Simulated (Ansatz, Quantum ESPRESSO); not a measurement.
# K(110), 4 layers, one monolayer of Cl on longbridge sites against a metal electrode, part 3 of 6

How does the Fermi level of K(110), 4 layers, one monolayer of Cl on longbridge sites move as charge is added against a counter-electrode?

Quantum ESPRESSO 7.5; plane-wave DFT, PBE, GBRV ultrasoft pseudopotentials; geometry by Ansatz 0.2.0 with PAW datasets.

So far. Step 2 (Relaxation with Ansatz): The relaxation lowers the energy by 125 meV an atom. Held were the atoms numbered 1 and 2; the forces quoted are those on the free ones.

### 5. Self-consistent run

q2.in

```
&control
  prefix = 'q2'
  outdir = './out'
  pseudo_dir = './pseudo'
  calculation = 'scf'
  tprnfor = .true.
/
&system
  ibrav = 0
  nat = 5
  ntyp = 2
  ecutwfc = 40
  ecutrho = 200
  occupations = 'smearing'
  smearing = 'mv'
  degauss = 0.02
  assume_isolated = 'esm'
  esm_bc = 'bc3'
  tot_charge = 0.0
/
&electrons
  conv_thr = 1e-08
  mixing_beta = 0.4
  electron_maxstep = 120
  mixing_mode = 'local-TF'
  startingpot = 'file'
/
ATOMIC_SPECIES
  K   39.0983  k_pbe_v1.4.uspp.F.UPF
  Cl  35.4500  cl_pbe_v1.4.uspp.F.UPF
CELL_PARAMETERS angstrom
  3.69816846560000 -2.61500000000000 0.00000000000000
  3.69816846560000 2.61500000000000 0.00000000000000
  0.00000000000000 0.00000000000000 29.09450539680000
ATOMIC_POSITIONS crystal
  K   0.000000000000 0.000000000000 -0.078916660353
  K   0.500000000000 0.500000000000 0.048192167047
  K   -0.000000000000 -0.000000000000 0.176335380334
  K   0.500000000000 0.500000000000 0.285589566662
  Cl  0.000000000000 0.000000000000 0.299927463331
K_POINTS automatic
  6 6 1 0 0 0
```

Run with:

```bash
> cp -r out/q1.save out/q2.save
> OMP_NUM_THREADS=1 mpirun -n 4 pw.x -nk 2 -in q2.in > q2.out
```

The program printed:

```text
[banner, memory and clock lines left out]
Program PWSCF v.7.5 starts
[...]
Message from routine setup:
[...]
number of electrons       =        43.00
     number of Kohn-Sham states=           26
     kinetic-energy cutoff     =      40.0000  Ry
     charge density cutoff     =     200.0000  Ry
[...]
number of k points=    13  Marzari-Vanderbilt smearing, width (Ry)=  0.0200
[...]
Dense  grid:   181459 G-vectors     FFT dimensions: (  40,  40, 250)
[...]
The initial density is read from file :
[...]
negative rho (up, down):  1.545E-02 0.000E+00
     Starting wfcs are   36 randomized atomic wfcs
[...]
negative rho (up, down):  1.574E-02 0.000E+00
[...]
estimated scf accuracy    <       0.11547155 Ry
[...]
negative rho (up, down):  1.780E-02 0.000E+00
[...]
estimated scf accuracy    <       0.06503087 Ry
[...]
negative rho (up, down):  1.625E-02 0.000E+00
[...]
estimated scf accuracy    <       0.00405991 Ry
[...]
negative rho (up, down):  1.553E-02 0.000E+00
[...]
estimated scf accuracy    <       0.00313928 Ry
[...]
negative rho (up, down):  1.539E-02 0.000E+00
[...]
estimated scf accuracy    <       0.00106050 Ry
[...]
negative rho (up, down):  1.536E-02 0.000E+00
[...]
estimated scf accuracy    <       0.00091538 Ry
[...]
negative rho (up, down):  1.532E-02 0.000E+00
[...]
estimated scf accuracy    <       0.00045386 Ry
[...]
negative rho (up, down):  1.540E-02 0.000E+00
[...]
estimated scf accuracy    <       0.00013305 Ry
[...]
negative rho (up, down):  1.551E-02 0.000E+00
[...]
estimated scf accuracy    <       0.00008465 Ry
[...]
negative rho (up, down):  1.547E-02 0.000E+00
[...]
estimated scf accuracy    <       0.00004890 Ry
[...]
negative rho (up, down):  1.538E-02 0.000E+00
[...]
estimated scf accuracy    <       0.00004107 Ry
[...]
negative rho (up, down):  1.532E-02 0.000E+00
[...]
estimated scf accuracy    <       0.00003973 Ry
[...]
negative rho (up, down):  1.549E-02 0.000E+00
[...]
estimated scf accuracy    <       0.00001187 Ry
[...]
negative rho (up, down):  1.547E-02 0.000E+00
[...]
estimated scf accuracy    <       0.00000273 Ry
[...]
negative rho (up, down):  1.546E-02 0.000E+00
[...]
estimated scf accuracy    <       0.00000188 Ry
[...]
negative rho (up, down):  1.544E-02 0.000E+00
[...]
estimated scf accuracy    <       0.00000121 Ry
[...]
negative rho (up, down):  1.545E-02 0.000E+00
[...]
estimated scf accuracy    <       0.00000015 Ry
[...]
negative rho (up, down):  1.545E-02 0.000E+00
[...]
estimated scf accuracy    <       0.00000010 Ry
[...]
negative rho (up, down):  1.546E-02 0.000E+00
[...]
estimated scf accuracy    <       0.00000005 Ry
[...]
negative rho (up, down):  1.546E-02 0.000E+00
[...]
estimated scf accuracy    <       0.00000002 Ry
[...]
negative rho (up, down):  1.547E-02 0.000E+00
[...]
estimated scf accuracy    <       0.00000002 Ry
[...]
negative rho (up, down):  1.547E-02 0.000E+00
[...]
the Fermi energy is    -3.2858 ev
!    total energy              =    -261.45903507 Ry
     estimated scf accuracy    <          4.0E-09 Ry
     smearing contrib. (-TS)   =      -0.00059934 Ry
     internal energy E=F+TS    =    -261.45843573 Ry
[...]
one-electron contribution =  -10444.60552740 Ry
     hartree contribution      =    5218.47373995 Ry
     xc contribution           =     -45.53092002 Ry
     ewald contribution        =    5010.20427174 Ry
     convergence has been achieved in  22 iterations
     negative rho (up, down):  1.547E-02 0.000E+00
[...]
Total force =     0.000769     Total SCF correction =     0.000040
[...]
```

The job ended after 2.1 min (4 MPI ranks of Arm Neoverse V2, shared host; peak memory 1 GiB; 8.3 min of CPU time).

Read from the output:

| Item | Value |
| --- | --- |
| Fermi energy | -3.286 eV |
| vacuum line at the lower end of the cell, over the Fermi level | 2.438 eV |
| slope of the potential above | 2.33e-5 eV/Å |
| vacuum line at the upper end of the cell, over the Fermi level | 3.286 eV |

The run needed 22 iterations to bring the estimated error under 1e-08 Ry.

The electrode's potential over the Fermi level goes from 1.741 to 3.286 eV, the far face's from 2.434 to 2.438 eV.

### 6. SCF with pw.x: charge 0.029 e

q3.in is the input of step 5 with these lines changed:

```diff
@@ -1,3 +1,3 @@
 &control
-  prefix = 'q2'
+  prefix = 'q3'
   outdir = './out'
@@ -18,3 +18,3 @@
   esm_bc = 'bc3'
-  tot_charge = 0.0
+  tot_charge = 0.029
 /
```

Run with:

```bash
> cp -r out/q2.save out/q3.save
> OMP_NUM_THREADS=1 mpirun -n 4 pw.x -nk 2 -in q3.in > q3.out
```

The program printed:

```text
[banner, memory and clock lines left out]
Program PWSCF v.7.5 starts
[...]
Message from routine setup:
[...]
number of electrons       =        42.97
     number of Kohn-Sham states=           26
     kinetic-energy cutoff     =      40.0000  Ry
     charge density cutoff     =     200.0000  Ry
[...]
number of k points=    13  Marzari-Vanderbilt smearing, width (Ry)=  0.0200
[...]
Dense  grid:   181459 G-vectors     FFT dimensions: (  40,  40, 250)
[...]
The initial density is read from file :
[...]
negative rho (up, down):  1.546E-02 0.000E+00
     Starting wfcs are   36 randomized atomic wfcs
[...]
negative rho (up, down):  1.574E-02 0.000E+00
[...]
estimated scf accuracy    <       0.10840007 Ry
[...]
negative rho (up, down):  1.772E-02 0.000E+00
[...]
estimated scf accuracy    <       0.06100726 Ry
[...]
negative rho (up, down):  1.624E-02 0.000E+00
[...]
estimated scf accuracy    <       0.00376658 Ry
[...]
negative rho (up, down):  1.552E-02 0.000E+00
[...]
estimated scf accuracy    <       0.00317591 Ry
[...]
negative rho (up, down):  1.539E-02 0.000E+00
[...]
estimated scf accuracy    <       0.00095699 Ry
[...]
negative rho (up, down):  1.535E-02 0.000E+00
[...]
estimated scf accuracy    <       0.00080406 Ry
[...]
negative rho (up, down):  1.535E-02 0.000E+00
[...]
estimated scf accuracy    <       0.00028629 Ry
[...]
negative rho (up, down):  1.545E-02 0.000E+00
[...]
estimated scf accuracy    <       0.00016767 Ry
[...]
negative rho (up, down):  1.551E-02 0.000E+00
[...]
estimated scf accuracy    <       0.00006860 Ry
[...]
negative rho (up, down):  1.545E-02 0.000E+00
[...]
estimated scf accuracy    <       0.00002987 Ry
[...]
negative rho (up, down):  1.534E-02 0.000E+00
[...]
estimated scf accuracy    <       0.00002204 Ry
[...]
negative rho (up, down):  1.532E-02 0.000E+00
[...]
estimated scf accuracy    <       0.00001035 Ry
[...]
negative rho (up, down):  1.541E-02 0.000E+00
[...]
estimated scf accuracy    <       0.00000591 Ry
[...]
negative rho (up, down):  1.548E-02 0.000E+00
[...]
estimated scf accuracy    <       0.00000313 Ry
[...]
negative rho (up, down):  1.549E-02 0.000E+00
[...]
estimated scf accuracy    <       0.00000030 Ry
[...]
negative rho (up, down):  1.548E-02 0.000E+00
[...]
estimated scf accuracy    <       0.00000019 Ry
[...]
negative rho (up, down):  1.547E-02 0.000E+00
[...]
estimated scf accuracy    <       0.00000014 Ry
[...]
negative rho (up, down):  1.548E-02 0.000E+00
[...]
estimated scf accuracy    <       0.00000005 Ry
[...]
negative rho (up, down):  1.548E-02 0.000E+00
[...]
estimated scf accuracy    <       0.00000002 Ry
[...]
negative rho (up, down):  1.547E-02 0.000E+00
[...]
estimated scf accuracy    <       0.00000002 Ry
[...]
negative rho (up, down):  1.548E-02 0.000E+00
[...]
the Fermi energy is    -4.8667 ev
!    total energy              =    -261.45034149 Ry
     estimated scf accuracy    <          8.0E-09 Ry
     smearing contrib. (-TS)   =      -0.00066529 Ry
     internal energy E=F+TS    =    -261.44967620 Ry
[...]
one-electron contribution =  -10439.87436792 Ry
     hartree contribution      =    5213.74079345 Ry
     xc contribution           =     -45.52037347 Ry
     ewald contribution        =    5010.20427174 Ry
     convergence has been achieved in  21 iterations
     negative rho (up, down):  1.548E-02 0.000E+00
[...]
Total force =     0.006153     Total SCF correction =     0.000190
[...]
```

The job ended after 2 min (4 MPI ranks; peak memory 1 GiB; 8.2 min of CPU time).

Read from the output:

```
Fermi energy                                                   : -4.867 eV
vacuum line at the lower end of the cell, over the Fermi level : 2.440 eV
slope of the potential above                                   : 0.2715 eV/Å
vacuum line at the upper end of the cell, over the Fermi level : 4.867 eV
```

The electrode's potential over the Fermi level goes from 3.286 to 4.867 eV, the far face's from 2.438 to 2.440 eV.

### 7. SCF with pw.x: charge 0.058 e

q4.in is the input of step 6 with these lines changed:

```diff
@@ -1,3 +1,3 @@
 &control
-  prefix = 'q3'
+  prefix = 'q4'
   outdir = './out'
@@ -18,3 +18,3 @@
   esm_bc = 'bc3'
-  tot_charge = 0.029
+  tot_charge = 0.058
 /
```

Run with:

```bash
> cp -r out/q3.save out/q4.save
> OMP_NUM_THREADS=1 mpirun -n 4 pw.x -nk 2 -in q4.in > q4.out
```

The program printed:

```text
[banner, memory and clock lines left out]
Program PWSCF v.7.5 starts
[...]
Message from routine setup:
[...]
number of electrons       =        42.94
     number of Kohn-Sham states=           26
     kinetic-energy cutoff     =      40.0000  Ry
     charge density cutoff     =     200.0000  Ry
[...]
number of k points=    13  Marzari-Vanderbilt smearing, width (Ry)=  0.0200
[...]
Dense  grid:   181459 G-vectors     FFT dimensions: (  40,  40, 250)
[...]
The initial density is read from file :
[...]
negative rho (up, down):  1.547E-02 0.000E+00
     Starting wfcs are   36 randomized atomic wfcs
[...]
negative rho (up, down):  1.571E-02 0.000E+00
[...]
estimated scf accuracy    <       0.10230996 Ry
[...]
negative rho (up, down):  1.753E-02 0.000E+00
[...]
estimated scf accuracy    <       0.05802797 Ry
[...]
negative rho (up, down):  1.604E-02 0.000E+00
[...]
estimated scf accuracy    <       0.00358184 Ry
[...]
negative rho (up, down):  1.550E-02 0.000E+00
[...]
estimated scf accuracy    <       0.00317269 Ry
[...]
negative rho (up, down):  1.541E-02 0.000E+00
[...]
estimated scf accuracy    <       0.00096194 Ry
[...]
negative rho (up, down):  1.539E-02 0.000E+00
[...]
estimated scf accuracy    <       0.00084234 Ry
[...]
negative rho (up, down):  1.539E-02 0.000E+00
[...]
estimated scf accuracy    <       0.00030160 Ry
[...]
negative rho (up, down):  1.544E-02 0.000E+00
[...]
estimated scf accuracy    <       0.00009657 Ry
[...]
negative rho (up, down):  1.543E-02 0.000E+00
[...]
estimated scf accuracy    <       0.00003994 Ry
[...]
negative rho (up, down):  1.542E-02 0.000E+00
[...]
estimated scf accuracy    <       0.00004952 Ry
[...]
negative rho (up, down):  1.542E-02 0.000E+00
[...]
estimated scf accuracy    <       0.00002447 Ry
[...]
negative rho (up, down):  1.541E-02 0.000E+00
[...]
estimated scf accuracy    <       0.00000918 Ry
[...]
negative rho (up, down):  1.540E-02 0.000E+00
[...]
estimated scf accuracy    <       0.00000513 Ry
[...]
negative rho (up, down):  1.549E-02 0.000E+00
[...]
estimated scf accuracy    <       0.00000231 Ry
[...]
negative rho (up, down):  1.548E-02 0.000E+00
[...]
estimated scf accuracy    <       0.00000046 Ry
[...]
negative rho (up, down):  1.549E-02 0.000E+00
[...]
estimated scf accuracy    <       0.00000020 Ry
[...]
negative rho (up, down):  1.548E-02 0.000E+00
[...]
estimated scf accuracy    <       0.00000005 Ry
[...]
negative rho (up, down):  1.548E-02 0.000E+00
[...]
estimated scf accuracy    <       0.00000003 Ry
[...]
negative rho (up, down):  1.548E-02 0.000E+00
[...]
estimated scf accuracy    <       0.00000002 Ry
[...]
negative rho (up, down):  1.548E-02 0.000E+00
[...]
the Fermi energy is    -6.4742 ev
!    total energy              =    -261.43825567 Ry
     estimated scf accuracy    <          4.8E-09 Ry
     smearing contrib. (-TS)   =      -0.00073893 Ry
     internal energy E=F+TS    =    -261.43751674 Ry
[...]
one-electron contribution =  -10435.07782009 Ry
     hartree contribution      =    5208.94533171 Ry
     xc contribution           =     -45.50930010 Ry
     ewald contribution        =    5010.20427174 Ry
     convergence has been achieved in  20 iterations
     negative rho (up, down):  1.548E-02 0.000E+00
[...]
Total force =     0.012319     Total SCF correction =     0.000120
[...]
```

Run time: 2 min. Hardware: 4 MPI ranks; peak memory 1 GiB; 7.9 min of CPU time.

Numbers from this step:

| Item | Value |
| --- | --- |
| Fermi energy | -6.474 eV |
| vacuum line at the lower end of the cell, over the Fermi level | 2.438 eV |
| slope of the potential above | 0.5429 eV/Å |
| vacuum line at the upper end of the cell, over the Fermi level | 6.474 eV |

The electrode's potential over the Fermi level goes from 4.867 to 6.474 eV, the far face's from 2.440 to 2.438 eV.

### 8. Self-consistent run: charge 0.116 e

q5.in is the input of step 7 with these lines changed:

```diff
@@ -1,3 +1,3 @@
 &control
-  prefix = 'q4'
+  prefix = 'q5'
   outdir = './out'
@@ -18,3 +18,3 @@
   esm_bc = 'bc3'
-  tot_charge = 0.058
+  tot_charge = 0.116
 /
```

Run with:

```bash
> cp -r out/q4.save out/q5.save
> OMP_NUM_THREADS=1 mpirun -n 4 pw.x -nk 2 -in q5.in > q5.out
```

The program printed:

```text
[banner, memory and clock lines left out]
Program PWSCF v.7.5 starts
[...]
Message from routine setup:
[...]
number of electrons       =        42.88
     number of Kohn-Sham states=           26
     kinetic-energy cutoff     =      40.0000  Ry
     charge density cutoff     =     200.0000  Ry
[...]
number of k points=    13  Marzari-Vanderbilt smearing, width (Ry)=  0.0200
[...]
Dense  grid:   181459 G-vectors     FFT dimensions: (  40,  40, 250)
[...]
The initial density is read from file :
[...]
negative rho (up, down):  1.546E-02 0.000E+00
     Starting wfcs are   36 randomized atomic wfcs
[...]
negative rho (up, down):  1.631E-02 0.000E+00
[...]
estimated scf accuracy    <       0.37033378 Ry
[...]
negative rho (up, down):  2.116E-02 0.000E+00
[...]
estimated scf accuracy    <       0.20231941 Ry
[...]
negative rho (up, down):  1.884E-02 0.000E+00
[...]
estimated scf accuracy    <       0.01627602 Ry
[...]
negative rho (up, down):  1.609E-02 0.000E+00
[...]
estimated scf accuracy    <       0.01743037 Ry
[...]
negative rho (up, down):  1.545E-02 0.000E+00
[...]
estimated scf accuracy    <       0.00349154 Ry
[...]
negative rho (up, down):  1.539E-02 0.000E+00
[...]
estimated scf accuracy    <       0.00257831 Ry
[...]
negative rho (up, down):  1.543E-02 0.000E+00
[...]
estimated scf accuracy    <       0.00132982 Ry
[...]
negative rho (up, down):  1.546E-02 0.000E+00
[...]
estimated scf accuracy    <       0.00096104 Ry
[...]
negative rho (up, down):  1.545E-02 0.000E+00
[...]
estimated scf accuracy    <       0.00023524 Ry
[...]
negative rho (up, down):  1.545E-02 0.000E+00
[...]
estimated scf accuracy    <       0.00015608 Ry
[...]
negative rho (up, down):  1.546E-02 0.000E+00
[...]
estimated scf accuracy    <       0.00015564 Ry
[...]
negative rho (up, down):  1.543E-02 0.000E+00
[...]
estimated scf accuracy    <       0.00008010 Ry
[...]
negative rho (up, down):  1.545E-02 0.000E+00
[...]
estimated scf accuracy    <       0.00006560 Ry
[...]
negative rho (up, down):  1.552E-02 0.000E+00
[...]
estimated scf accuracy    <       0.00002202 Ry
[...]
negative rho (up, down):  1.542E-02 0.000E+00
[...]
estimated scf accuracy    <       0.00000920 Ry
[...]
negative rho (up, down):  1.541E-02 0.000E+00
[...]
estimated scf accuracy    <       0.00000638 Ry
[...]
negative rho (up, down):  1.547E-02 0.000E+00
[...]
estimated scf accuracy    <       0.00000590 Ry
[...]
negative rho (up, down):  1.550E-02 0.000E+00
[...]
estimated scf accuracy    <       0.00000250 Ry
[...]
negative rho (up, down):  1.551E-02 0.000E+00
[...]
estimated scf accuracy    <       0.00000158 Ry
[...]
negative rho (up, down):  1.551E-02 0.000E+00
[...]
estimated scf accuracy    <       0.00000138 Ry
[...]
negative rho (up, down):  1.553E-02 0.000E+00
[...]
estimated scf accuracy    <       0.00000144 Ry
[...]
negative rho (up, down):  1.553E-02 0.000E+00
[...]
estimated scf accuracy    <       0.00000113 Ry
[...]
negative rho (up, down):  1.553E-02 0.000E+00
[...]
estimated scf accuracy    <       0.00000087 Ry
[...]
negative rho (up, down):  1.551E-02 0.000E+00
[...]
estimated scf accuracy    <       0.00000047 Ry
[...]
negative rho (up, down):  1.551E-02 0.000E+00
[...]
estimated scf accuracy    <       0.00000061 Ry
[...]
negative rho (up, down):  1.549E-02 0.000E+00
[...]
estimated scf accuracy    <       0.00000063 Ry
[...]
negative rho (up, down):  1.549E-02 0.000E+00
[...]
estimated scf accuracy    <       0.00000031 Ry
[...]
negative rho (up, down):  1.551E-02 0.000E+00
[...]
estimated scf accuracy    <       0.00000017 Ry
[...]
negative rho (up, down):  1.551E-02 0.000E+00
[...]
estimated scf accuracy    <       0.00000007 Ry
[...]
negative rho (up, down):  1.551E-02 0.000E+00
[...]
estimated scf accuracy    <       0.00000004 Ry
[...]
negative rho (up, down):  1.550E-02 0.000E+00
[...]
estimated scf accuracy    <       0.00000002 Ry
[...]
negative rho (up, down):  1.550E-02 0.000E+00
[...]
the Fermi energy is    -9.7460 ev
!    total energy              =    -261.40370496 Ry
     estimated scf accuracy    <          4.0E-09 Ry
     smearing contrib. (-TS)   =      -0.00088761 Ry
     internal energy E=F+TS    =    -261.40281735 Ry
[...]
one-electron contribution =  -10425.34498489 Ry
     hartree contribution      =    5199.22337479 Ry
     xc contribution           =     -45.48547898 Ry
     ewald contribution        =    5010.20427174 Ry
     convergence has been achieved in  32 iterations
     negative rho (up, down):  1.550E-02 0.000E+00
[...]
Total force =     0.024608     Total SCF correction =     0.000147
[...]
```

The job ended after 2.5 min (4 MPI ranks; peak memory 1 GiB).

This step gave:

```
Fermi energy                                                   : -9.746 eV
vacuum line at the lower end of the cell, over the Fermi level : 2.433 eV
slope of the potential above                                   : 1.086 eV/Å
vacuum line at the upper end of the cell, over the Fermi level : 9.747 eV
```

The electrode's potential over the Fermi level goes from 6.474 to 9.747 eV, the far face's from 2.438 to 2.433 eV.

Gauss's law asks for a slope of 180.95 q/A = 1.085 eV/Å in the gap; the run gives 1.086.

Each curve counts from the Fermi level of its own run.

The potential energy (potential at -0.029 e) oscillates, so the rows of the table below give means over windows of 3.72 Å about each position, cut where the curve ends. Its maxima inside the range that stand out by 2 % of the span (Å: eV): -0.5: 1.82, 3.3: 1.84, 6.9: 0.999, 10.6: 2.71. Its minima: -2.3: -7.90, 1.4: -7.85, 5.1: -7.82, 8.5: -13.2.

The runs together. Table of potential energy by z; means over each step:

```
 z (Å)  potential at -0.029 e (eV)  potential at 0 e (eV)  potential at 0.029 e (eV)  potential at 0.058 e (eV)  potential at 0.116 e (eV)
-12.69                        2.43                   2.44                       2.44                       2.44                       2.43
 -8.97                        2.43                   2.44                       2.44                       2.44                       2.43
 -5.25                        2.07                   2.08                       2.08                       2.07                       2.07
 -1.53                       -1.28                  -1.27                      -1.27                      -1.27                      -1.27
  2.19                       -1.21                  -1.20                      -1.20                      -1.20                      -1.20
  5.91                       -1.72                  -1.69                      -1.66                      -1.63                      -1.55
  9.63                       -2.18                  -1.83                      -1.44                      -1.04                     -0.202
 13.35                        2.17                   3.28                       4.44                       5.61                       8.02
```

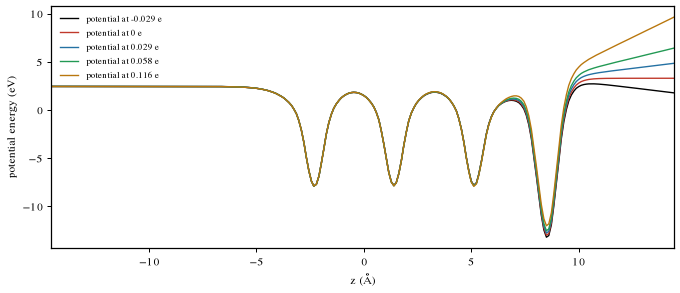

Potential energy against z.

(Continued in part 4 of 6.)

[Logs are printed without paths, hosts, clocks, repeated set-up lines and the standing remarks that a program may print on its own settings, such as how far it seeks lower states.]

[Hosts, paths, dates, database ids (printed as entryN), source tags and the programs' standing remarks are cut or masked in the printed files.]

[Maps of the electrostatic potential energy from Ansatz leave out the sawtooth potential of an applied field or a dipole correction, so their vacuum need not be flat; planar profiles and work functions include it.]
